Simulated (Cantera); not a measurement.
Charge: 1 mol HI, 1.4 mol H2O, 0.32 mol H2, held at 0.133 bar.

Cantera equilibrium calculation (NASA polynomials, part measured and part estimated; ideal gas, pure solids and liquids). Candidate condensed phases: H2O, I2; 25 gas species. Ions and electrons are included (thermal ionisation). Rates play no part.

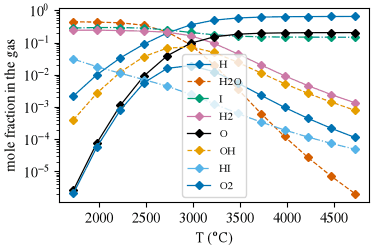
Fig. 1. Equilibrium gas composition (values under 1e-9 drawn at 1e-9)

Read off the mole fractions at 2227 °C.

H2O about 0.41, I about 0.29, H2 about 0.24, H about 0.033, OH about 0.012, HI about 0.011, O about 0.0011, O2 about 0.00081.
